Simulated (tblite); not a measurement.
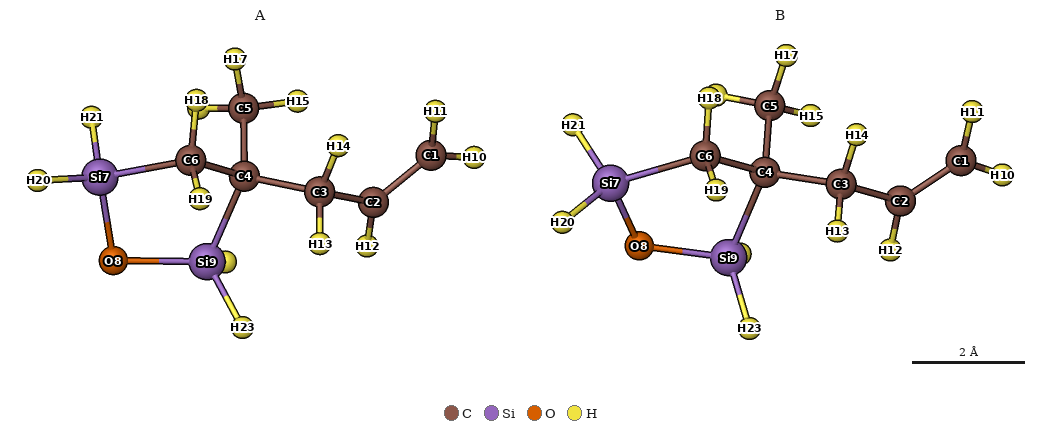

Two geometries of C6H14OSi2, drawn at one scale. One is the start of a relaxation, the other its converged end. The picture is a ball-and-stick view, seen at a tilt.

The calculation used GFN2-xTB geometry optimisation, gas phase in tblite 0.8.0. 

### Which geometry has the lower energy?

Structure B is the relaxed one. The atom that moves furthest after the best rigid fit is an H atom (0.78 Å). By element the largest moves are H 0.78 Å, O 0.35 Å, C 0.22 Å, Si 0.22 Å. Some distances before and after: C–Si 1.843 → 1.923 Å, O–Si 1.706 → 1.636 Å, C–C 1.488 → 1.531 Å, C–Si 1.869 → 1.906 Å. Bond angles that change, for instance: Si–O–Si 103.2° → 119.7°, C–C–C 115.4° → 124.8°, C–C–Si 99.6° → 108.0°. Groups turn about C–C by about 25°, O–Si by about 25°, C–Si by about 20°. After 96 geometry steps the energy has fallen by 1.086 eV.
